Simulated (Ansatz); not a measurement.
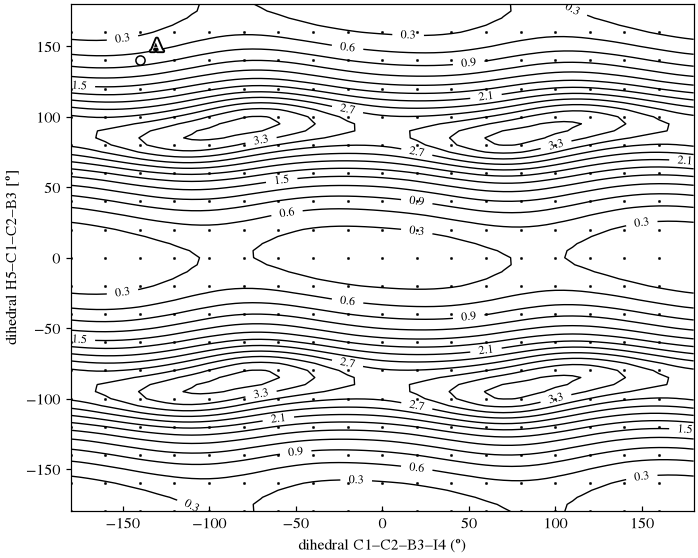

C₂H₄BI, SMILES C=CBI. 
- The first coordinate is: dihedral C1–C2–B3–I4; the second: dihedral H5–C1–C2–B3.
- Nothing is relaxed (all other coordinates rigid).
- Grid: 18 × 18 points; 302 points were computed and 22 follow by symmetry.
- Points are written as (first, second).
- Energies are in eV, from the lowest grid point.
- The dihedral twists a double bond; near 90° a spin-restricted reference is unreliable.
- The calculation used RKS PBE0-D4/def2-SVP (Ansatz 0.2.0).

The picture shows contour lines labelled in eV (none above 3.6), dots at the grid points, the point A. Between grid points the surface is interpolated.

> Is A at rest? If not, where is it pushed?

A, at (−140°, 140°), is not a stationary point. The computed force is 0.0053 eV for each degree towards smaller values of dihedral C1–C2–B3–I4 and 0.034 eV for each degree towards larger values of dihedral H5–C1–C2–B3.
